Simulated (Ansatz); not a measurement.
## Molecular dynamics of CH₆AlNOSi (part 2 of 2)

Continued. System: CH₆AlNOSi. Method: RKS PBE-d3bj/6-31G* (Ansatz 0.2.0). The geometry comes from this level: PBE0-D4/def2-TZVP.

Geometry of the input (Å):
```
Si -0.8618  -0.9363  0.9030
O  0.5435  -0.2451  1.3286
C  0.6533  0.8574  0.3649
N  1.4791  0.5397  -0.7669
Al -0.1534  0.5636  -1.3908
H  -0.9425  -2.3303  1.4070
H  -0.9088  -1.0954  -0.6424
H  -2.0860  -0.1692  1.2328
H  0.8944  1.7557  0.9317
H  2.4474  0.2868  -0.6459
H  -0.9997  0.7162  -2.7014
```

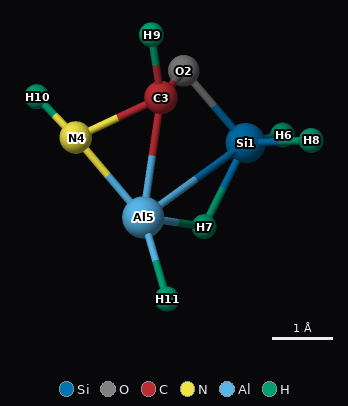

Figure 1. The geometry at step 20 of the log (ball-and-stick view, seen at a tilt; atoms are numbered from 1 in the order of the input).

Trajectory as extended XYZ, continued:
```
11
Properties=species:S:1:pos:R:3:forces:R:3 step=9 time_fs=4.5 energy=-19130.83622 temperature=957.2
Si   -0.8647   -0.9369    0.8902   -1.8449  -0.2907   0.8319
O     0.5602   -0.2734    1.3133    0.5508  -0.2453   0.2872
C     0.6077    0.9366    0.4044    1.8814  -0.8616  -0.6632
N     1.4911    0.5623   -0.7960    1.1087   0.4210   1.7923
Al   -0.1441    0.5227   -1.3869   -1.2791   0.9904  -1.0661
H    -1.1302   -2.3635    1.5761    0.4256   1.1143  -0.9320
H    -0.9238   -1.0079   -0.7587   -0.2209  -0.4612   0.8913
H    -2.0300    0.0140    1.3034    0.4696  -0.7363  -0.5189
H     1.1342    1.6458    1.0902   -0.8154   0.3020  -0.6942
H     2.4794    0.3399   -0.5216   -1.0321   0.0294  -0.6752
H    -1.1784    0.8398   -2.6795    0.7564  -0.2619   0.7469
11
Properties=species:S:1:pos:R:3:forces:R:3 step=10 time_fs=5.0 energy=-19130.73676 temperature=872.5
Si   -0.8658   -0.9372    0.8890   -1.8272  -0.1885   0.9129
O     0.5625   -0.2767    1.3120    0.4950  -0.2242   0.2222
C     0.6032    0.9432    0.4069    2.3916  -0.4753  -0.1830
N     1.4936    0.5651   -0.7980    0.6497   0.5441   1.7696
Al   -0.1436    0.5184   -1.3869   -1.2467   1.0667  -1.0455
H    -1.1474   -2.3562    1.5863    0.4551   1.0973  -0.9646
H    -0.9276   -1.0024   -0.7634   -0.2278  -0.4914   0.9162
H    -2.0195    0.0278    1.3065    0.4535  -0.7628  -0.5414
H     1.1640    1.6564    1.1177   -1.2613  -0.2168  -1.2318
H     2.4692    0.3471   -0.5147   -0.6762  -0.0651  -0.6135
H    -1.1916    0.8513   -2.6702    0.7941  -0.2841   0.7588
11
Properties=species:S:1:pos:R:3:forces:R:3 step=11 time_fs=5.5 energy=-19130.62803 temperature=779.9
Si   -0.8670   -0.9375    0.8879   -1.7773  -0.0749   0.9805
O     0.5650   -0.2801    1.3106    0.4384  -0.1953   0.1592
C     0.5991    0.9498    0.4093    2.7883  -0.2473   0.1592
N     1.4964    0.5679   -0.7996    0.0890   0.6832   1.6932
Al   -0.1433    0.5143   -1.3870   -1.1931   1.1339  -1.0004
H    -1.1634   -2.3463    1.5942    0.4775   1.0501  -0.9796
H    -0.9320   -0.9981   -0.7659   -0.2308  -0.5151   0.9236
H    -2.0079    0.0397    1.3084    0.4171  -0.7709  -0.5537
H     1.1908    1.6666    1.1423   -1.6063  -0.5820  -1.6253
H     2.4574    0.3542   -0.5092   -0.2207  -0.1787  -0.5100
H    -1.2029    0.8621   -2.6591    0.8178  -0.3031   0.7532
11
Properties=species:S:1:pos:R:3:forces:R:3 step=12 time_fs=6.0 energy=-19130.52283 temperature=690.2
Si   -0.8683   -0.9378    0.8869   -1.6949   0.0496   1.0331
O     0.5675   -0.2834    1.3093    0.3800  -0.1624   0.0996
C     0.5956    0.9563    0.4118    3.0792  -0.1437   0.3810
N     1.4991    0.5708   -0.8010   -0.5402   0.8325   1.5714
Al   -0.1430    0.5103   -1.3872   -1.1208   1.1914  -0.9309
H    -1.1784   -2.3339    1.5998    0.4919   0.9728  -0.9763
H    -0.9369   -0.9950   -0.7662   -0.2299  -0.5317   0.9137
H    -1.9953    0.0498    1.3089    0.3611  -0.7602  -0.5556
H     1.2138    1.6754    1.1630   -1.8575  -0.8245  -1.8952
H     2.4451    0.3608   -0.5049    0.3040  -0.3055  -0.3715
H    -1.2122    0.8722   -2.6461    0.8271  -0.3184   0.7308
11
Properties=species:S:1:pos:R:3:forces:R:3 step=13 time_fs=6.5 energy=-19130.43244 temperature=613.1
Si   -0.8698   -0.9381    0.8860   -1.5796   0.1847   1.0693
O     0.5701   -0.2868    1.3080    0.3194  -0.1285   0.0445
C     0.5928    0.9627    0.4144    3.2791  -0.1314   0.5056
N     1.5017    0.5739   -0.8021   -1.1810   0.9816   1.4218
Al   -0.1428    0.5064   -1.3874   -1.0329   1.2383  -0.8377
H    -1.1921   -2.3191    1.6030    0.4972   0.8646  -0.9538
H    -0.9424   -0.9932   -0.7643   -0.2249  -0.5408   0.8868
H    -1.9818    0.0581    1.3081    0.2860  -0.7297  -0.5471
H     1.2324    1.6822    1.1792   -2.0292  -0.9743  -2.0666
H     2.4334    0.3667   -0.5015    0.8446  -0.4348  -0.2145
H    -1.2195    0.8815   -2.6314    0.8213  -0.3296   0.6917
11
Properties=species:S:1:pos:R:3:forces:R:3 step=14 time_fs=7.0 energy=-19130.36654 temperature=557.0
Si   -0.8714   -0.9383    0.8851   -1.4314   0.3310   1.0873
O     0.5727   -0.2903    1.3067    0.2565  -0.0957  -0.0051
C     0.5906    0.9691    0.4170    3.4025  -0.1853   0.5522
N     1.5041    0.5771   -0.8029   -1.7543   1.1156   1.2721
Al   -0.1427    0.5026   -1.3878   -0.9325   1.2738  -0.7214
H    -1.2047   -2.3023    1.6039    0.4923   0.7242  -0.9107
H    -0.9484   -0.9926   -0.7603   -0.2160  -0.5423   0.8427
H    -1.9676    0.0647    1.3060    0.1923  -0.6790  -0.5280
H     1.2461    1.6866    1.1904   -2.1351  -1.0548  -2.1604
H     2.4239    0.3716   -0.4986    1.3258  -0.5514  -0.0649
H    -1.2249    0.8901   -2.6151    0.7999  -0.3360   0.6362
11
Properties=species:S:1:pos:R:3:forces:R:3 step=15 time_fs=7.5 energy=-19130.33280 temperature=528.4
Si   -0.8732   -0.9386    0.8843   -1.2503   0.4892   1.0857
O     0.5754   -0.2937    1.3055    0.1916  -0.0650  -0.0486
C     0.5890    0.9755    0.4198    3.4590  -0.2899   0.5331
N     1.5063    0.5805   -0.8036   -2.1722   1.2172   1.1552
Al   -0.1427    0.4989   -1.3882   -0.8223   1.2973  -0.5831
H    -1.2161   -2.2837    1.6027    0.4759   0.5504  -0.8455
H    -0.9549   -0.9934   -0.7543   -0.2036  -0.5365   0.7812
H    -1.9530    0.0696    1.3027    0.0810  -0.6080  -0.4983
H     1.2546    1.6886    1.1964   -2.1845  -1.0802  -2.1897
H     2.4174    0.3751   -0.4959    1.6634  -0.6374   0.0459
H    -1.2283    0.8978   -2.5972    0.7620  -0.3371   0.5640
11
Properties=species:S:1:pos:R:3:forces:R:3 step=16 time_fs=8.0 energy=-19130.33506 temperature=530.3
Si   -0.8751   -0.9387    0.8837   -1.0374   0.6604   1.0638
O     0.5781   -0.2971    1.3042    0.1253  -0.0368  -0.0854
C     0.5882    0.9819    0.4227    3.4520  -0.4392   0.4521
N     1.5080    0.5842   -0.8040   -2.3632   1.2715   1.1006
Al   -0.1428    0.4953   -1.3886   -0.7041   1.3083  -0.4237
H    -1.2263   -2.2638    1.5994    0.4468   0.3423  -0.7570
H    -0.9620   -0.9955   -0.7464   -0.1879  -0.5239   0.7022
H    -1.9381    0.0731    1.2981   -0.0463  -0.5168  -0.4585
H     1.2580    1.6879    1.1972   -2.1803  -1.0564  -2.1595
H     2.4150    0.3772   -0.4930    1.7883  -0.6772   0.0903
H    -1.2300    0.9048   -2.5780    0.7067  -0.3321   0.4752
11
Properties=species:S:1:pos:R:3:forces:R:3 step=17 time_fs=8.5 energy=-19130.37064 temperature=560.5
Si   -0.8770   -0.9389    0.8831   -0.7945   0.8451   1.0218
O     0.5808   -0.3006    1.3029    0.0587  -0.0105  -0.1155
C     0.5881    0.9881    0.4256    3.3781  -0.6366   0.3049
N     1.5093    0.5880   -0.8043   -2.2994   1.2712   1.1230
Al   -0.1430    0.4918   -1.3891   -0.5788   1.3067  -0.2445
H    -1.2355   -2.2431    1.5943    0.4043   0.1005  -0.6449
H    -0.9694   -0.9988   -0.7368   -0.1695  -0.5053   0.6054
H    -1.9234    0.0754    1.2924   -0.1873  -0.4069  -0.4093
H     1.2561    1.6848    1.1929   -2.1183  -0.9809  -2.0658
H     2.4169    0.3776   -0.4900    1.6734  -0.6631   0.0551
H    -1.2299    0.9109   -2.5577    0.6332  -0.3203   0.3696
11
Properties=species:S:1:pos:R:3:forces:R:3 step=18 time_fs=9.0 energy=-19130.42918 temperature=610.0
Si   -0.8790   -0.9389    0.8826   -0.5257   1.0428   0.9620
O     0.5835   -0.3040    1.3015   -0.0074   0.0152  -0.1386
C     0.5886    0.9943    0.4287    3.2264  -0.8940   0.0781
N     1.5103    0.5921   -0.8043   -2.0073   1.2199   1.2169
Al   -0.1431    0.4885   -1.3896   -0.4460   1.2925  -0.0470
H    -1.2438   -2.2222    1.5877    0.3482  -0.1721  -0.5100
H    -0.9773   -1.0033   -0.7257   -0.1490  -0.4817   0.4911
H    -1.9091    0.0766    1.2858   -0.3386  -0.2808  -0.3519
H     1.2492    1.6793    1.1836   -1.9867  -0.8430  -1.8956
H     2.4227    0.3764   -0.4868    1.3448  -0.5978  -0.0527
H    -1.2283    0.9163   -2.5364    0.5413  -0.3010   0.2478
11
Properties=species:S:1:pos:R:3:forces:R:3 step=19 time_fs=9.5 energy=-19130.49403 temperature=664.9
Si   -0.8811   -0.9389    0.8822   -0.2371   1.2511   0.8886
O     0.5862   -0.3075    1.3002   -0.0716   0.0421  -0.1551
C     0.5898    1.0002    0.4317    2.9787  -1.2325  -0.2498
N     1.5109    0.5964   -0.8041   -1.5575   1.1306   1.3596
Al   -0.1434    0.4853   -1.3901   -0.3047   1.2661   0.1668
H    -1.2511   -2.2016    1.5798    0.2795  -0.4693  -0.3553
H    -0.9856   -1.0090   -0.7135   -0.1268  -0.4541   0.3598
H    -1.8957    0.0772    1.2783   -0.4954  -0.1428  -0.2885
H     1.2375    1.6717    1.1697   -1.7666  -0.6235  -1.6275
H     2.4318    0.3738   -0.4837    0.8705  -0.4938  -0.2092
H    -1.2255    0.9209   -2.5146    0.4309  -0.2738   0.1106
11
Properties=species:S:1:pos:R:3:forces:R:3 step=20 time_fs=10.0 energy=-19130.54557 temperature=708.4
Si   -0.8832   -0.9388    0.8819    0.0617   1.4650   0.8088
O     0.5889   -0.3109    1.2988   -0.1327   0.0723  -0.1656
C     0.5916    1.0059    0.4347    2.6122  -1.6801  -0.7066
N     1.5112    0.6009   -0.8037   -1.0374   1.0202   1.5214
Al   -0.1436    0.4822   -1.3907   -0.1542   1.2281   0.3937
H    -1.2579   -2.1822    1.5711    0.2009  -0.7802  -0.1867
H    -0.9941   -1.0158   -0.7004   -0.1035  -0.4238   0.2131
H    -1.8834    0.0775    1.2702   -0.6515   0.0013  -0.2214
H     1.2216    1.6627    1.1520   -1.4334  -0.2964  -1.2332
H     2.4429    0.3700   -0.4812    0.3348  -0.3680  -0.3834
H    -1.2216    0.9249   -2.4925    0.3031  -0.2383  -0.0400
11
Properties=species:S:1:pos:R:3:forces:R:3 step=21 time_fs=10.5 energy=-19130.56499 temperature=724.5
Si   -0.8853   -0.9385    0.8817    0.3583   1.6761   0.7326
O     0.5916   -0.3143    1.2974   -0.1896   0.1080  -0.1708
C     0.5939    1.0113    0.4375    2.1048  -2.2676  -1.3195
N     1.5114    0.6055   -0.8031   -0.5260   0.9053   1.6749
Al   -0.1439    0.4792   -1.3911    0.0054   1.1799   0.6293
H    -1.2641   -2.1647    1.5620    0.1167  -1.0887  -0.0131
H    -1.0029   -1.0235   -0.6869   -0.0794  -0.3918   0.0535
H    -1.8726    0.0777    1.2615   -0.7995   0.1434  -0.1540
H     1.2022    1.6529    1.1313   -0.9637   0.1673  -0.6843
H     2.4549    0.3653   -0.4795   -0.1871  -0.2368  -0.5472
H    -1.2169    0.9284   -2.4705    0.1602  -0.1949  -0.2013
11
Properties=species:S:1:pos:R:3:forces:R:3 step=22 time_fs=11.0 energy=-19130.53836 temperature=701.6
Si   -0.8873   -0.9381    0.8815    0.6367   1.8726   0.6716
O     0.5943   -0.3177    1.2960   -0.2410   0.1512  -0.1717
C     0.5966    1.0162    0.4401    1.4496  -3.0149  -2.1001
N     1.5114    0.6103   -0.8022   -0.0798   0.7979   1.8006
Al   -0.1442    0.4763   -1.3915    0.1719   1.1229   0.8673
H    -1.2701   -2.1497    1.5528    0.0337  -1.3742   0.1538
H    -1.0119   -1.0323   -0.6731   -0.0549  -0.3590  -0.1151
H    -1.8638    0.0783    1.2524   -0.9309   0.2743  -0.0898
H     1.1805    1.6436    1.1090   -0.3492   0.7867   0.0332
H     2.4664    0.3601   -0.4792   -0.6419  -0.1128  -0.6807
H    -1.2119    0.9313   -2.4489    0.0058  -0.1447  -0.3691
11
Properties=species:S:1:pos:R:3:forces:R:3 step=23 time_fs=11.5 energy=-19130.46276 temperature=637.6
Si   -0.8893   -0.9376    0.8813    0.8796   2.0404   0.6381
O     0.5969   -0.3211    1.2946   -0.2864   0.2025  -0.1693
C     0.5996    1.0205    0.4423    0.6794  -3.9050  -3.0167
N     1.5115    0.6153   -0.8009    0.2687   0.7054   1.8877
Al   -0.1444    0.4734   -1.3919    0.3411   1.0594   1.0997
H    -1.2760   -2.1380    1.5440   -0.0401  -1.6129   0.3003
H    -1.0210   -1.0418   -0.6597   -0.0301  -0.3261  -0.2873
H    -1.8572    0.0796    1.2431   -1.0371   0.3840  -0.0321
H     1.1580    1.6361    1.0867    0.3791   1.5461   0.8907
H     2.4764    0.3545   -0.4805   -0.9996  -0.0044  -0.7736
H    -1.2069    0.9340   -2.4283   -0.1546  -0.0895  -0.5375
11
Properties=species:S:1:pos:R:3:forces:R:3 step=24 time_fs=12.0 energy=-19130.35447 temperature=546.8
Si   -0.8912   -0.9368    0.8813    1.0697   2.1646   0.6421
O     0.5995   -0.3245    1.2931   -0.3255   0.2608  -0.1645
C     0.6028    1.0240    0.4439   -0.1071  -4.8493  -3.9623
N     1.5116    0.6204   -0.7993    0.5055   0.6312   1.9313
Al   -0.1447    0.4707   -1.3921    0.5061   0.9919   1.3171
H    -1.2819   -2.1302    1.5359   -0.0962  -1.7813   0.4130
H    -1.0302   -1.0522   -0.6469   -0.0048  -0.2935  -0.4565
H    -1.8531    0.0818    1.2337   -1.1104   0.4633   0.0159
H     1.1364    1.6324    1.0666    1.1240   2.3607   1.7860
H     2.4840    0.3490   -0.4836   -1.2475   0.0835  -0.8224
H    -1.2022    0.9364   -2.4089   -0.3137  -0.0320  -0.6999
11
Properties=species:S:1:pos:R:3:forces:R:3 step=25 time_fs=12.5 energy=-19130.25278 temperature=462.4
Si   -0.8931   -0.9359    0.8812    1.1925   2.2330   0.6888
O     0.6020   -0.3278    1.2916   -0.3591   0.3229  -0.1580
C     0.6059    1.0266    0.4446   -0.7431  -5.6677  -4.7454
N     1.5118    0.6256   -0.7974    0.6278   0.5760   1.9297
Al   -0.1449    0.4681   -1.3922    0.6579   0.9240   1.5089
H    -1.2882   -2.1267    1.5288   -0.1272  -1.8604   0.4815
H    -1.0394   -1.0633   -0.6352    0.0212  -0.2611  -0.6145
H    -1.8517    0.0850    1.2244   -1.1447   0.5048   0.0523
H     1.1175    1.6343    1.0507    1.7201   3.0569   2.5326
H     2.4886    0.3437   -0.4888   -1.3826   0.1478  -0.8280
H    -1.1983    0.9387   -2.3912   -0.4629   0.0239  -0.8481
11
Properties=species:S:1:pos:R:3:forces:R:3 step=26 time_fs=13.0 energy=-19130.20765 temperature=425.6
Si   -0.8948   -0.9348    0.8813    1.2395   2.2383   0.7764
O     0.6045   -0.3311    1.2901   -0.3882   0.3842  -0.1501
C     0.6089    1.0280    0.4444   -1.0495  -6.1302  -5.1458
N     1.5121    0.6309   -0.7952    0.6381   0.5400   1.8827
Al   -0.1450    0.4656   -1.3922    0.7863   0.8593   1.6646
H    -1.2947   -2.1276    1.5228   -0.1284  -1.8401   0.5004
H    -1.0486   -1.0750   -0.6250    0.0486  -0.2286  -0.7530
H    -1.8530    0.0895    1.2152   -1.1369   0.5042   0.0763
H     1.1027    1.6435    1.0409    1.9893   3.4125   2.9157
H     2.4899    0.3387   -0.4958   -1.4062   0.1862  -0.7932
H    -1.1955    0.9411   -2.3755   -0.5926   0.0741  -0.9739
11
Properties=species:S:1:pos:R:3:forces:R:3 step=27 time_fs=13.5 energy=-19130.24968 temperature=461.3
Si   -0.8964   -0.9335    0.8814    1.2092   2.1808   0.8957
O     0.6069   -0.3343    1.2885   -0.4141   0.4404  -0.1411
C     0.6117    1.0282    0.4432   -0.9399  -6.0724  -5.0341
N     1.5125    0.6362   -0.7926    0.5403   0.5242   1.7917
Al   -0.1450    0.4631   -1.3921    0.8809   0.8021   1.7751
H    -1.3015   -2.1329    1.5180   -0.0992  -1.7210   0.4707
H    -1.0576   -1.0872   -0.6166    0.0779  -0.1950  -0.8638
H    -1.8570    0.0952    1.2062   -1.0870   0.4611   0.0881
H     1.0926    1.6608    1.0381    1.8459   3.2697   2.8089
H     2.4878    0.3342   -0.5048   -1.3206   0.1961  -0.7217
H    -1.1941    0.9437   -2.3621   -0.6935   0.1141  -1.0695
11
Properties=species:S:1:pos:R:3:forces:R:3 step=28 time_fs=14.0 energy=-19130.36625 temperature=559.1
Si   -0.8979   -0.9320    0.8816    1.1080   2.0677   1.0319
O     0.6093   -0.3375    1.2870   -0.4377   0.4887  -0.1313
C     0.6143    1.0271    0.4410   -0.4849  -5.5044  -4.4592
N     1.5130    0.6417   -0.7897    0.3395   0.5307   1.6599
Al   -0.1450    0.4607   -1.3917    0.9329   0.7563   1.8343
H    -1.3086   -2.1423    1.5144   -0.0427  -1.5150   0.3994
H    -1.0665   -1.0999   -0.6103    0.1099  -0.1593  -0.9402
H    -1.8636    0.1020    1.1973   -0.9985   0.3793   0.0894
H     1.0870    1.6860    1.0420    1.3599   2.6412   2.2622
H     2.4826    0.3301   -0.5156   -1.1288   0.1749  -0.6178
H    -1.1944    0.9465   -2.3513   -0.7575   0.1400  -1.1285
11
Properties=species:S:1:pos:R:3:forces:R:3 step=29 time_fs=14.5 energy=-19130.51041 temperature=680.8
Si   -0.8993   -0.9303    0.8818    0.9481   1.9114   1.1669
O     0.6116   -0.3406    1.2854   -0.4596   0.5286  -0.1211
C     0.6168    1.0250    0.4378    0.1357  -4.6021  -3.6131
N     1.5135    0.6473   -0.7865    0.0437   0.5623   1.4933
Al   -0.1449    0.4584   -1.3913    0.9361   0.7253   1.8394
H    -1.3158   -2.1553    1.5117    0.0347  -1.2424   0.2979
H    -1.0751   -1.1131   -0.6062    0.1452  -0.1201  -0.9775
H    -1.8726    0.1098    1.1887   -0.8775   0.2656   0.0825
H     1.0846    1.7176    1.0513    0.7099   1.7023   1.4661
H     2.4746    0.3265   -0.5278   -0.8368   0.1203  -0.4871
H    -1.1965    0.9497   -2.3432   -0.7794   0.1487  -1.1473
11
Properties=species:S:1:pos:R:3:forces:R:3 step=30 time_fs=15.0 energy=-19130.63278 temperature=785.1
Si   -0.9007   -0.9285    0.8822    0.7458   1.7269   1.2836
O     0.6138   -0.3436    1.2838   -0.4800   0.5606  -0.1106
C     0.6193    1.0219    0.4340    0.7428  -3.5929  -2.7094
N     1.5141    0.6530   -0.7831   -0.3314   0.6203   1.3005
Al   -0.1447    0.4561   -1.3906    0.8878   0.7107   1.7916
H    -1.3228   -2.1714    1.5097    0.1250  -0.9274   0.1792
H    -1.0833   -1.1264   -0.6044    0.1841  -0.0764  -0.9741
H    -1.8837    0.1181    1.1803   -0.7321   0.1292   0.0701
H     1.0839    1.7532    1.0641    0.0731   0.6773   0.6316
H     2.4647    0.3231   -0.5412   -0.4580   0.0326  -0.3374
H    -1.2004    0.9532   -2.3379   -0.7570   0.1390  -1.1250
```

Key numbers:

- outcome: finished
- mean temperature over the second half: 599 K
- trajectory: 30 steps, 15 fs
- ensemble: nvt_nose_hoover
- temperature in the input: 1500 K
- time step: 0.5 fs
- potential energy (last step): −19130.6328 eV
- mean-field energy (last step): −19130.3762 eV
- dispersion energy (last step): −0.2566 eV
- SCF solution under orbital rotations (last step): stable
- largest force (length of the vector) (last step): 4.561 eV/Å
- dipole moment (last step): 1.93 D
- wall time: 22 s (CPU time 78 s)
- peak memory: 0.54 GiB

Notes:

So short a trajectory is not equilibrated. The temperature stays far from the 1500 K of the thermostat over the second half: the run isn't equilibrated.
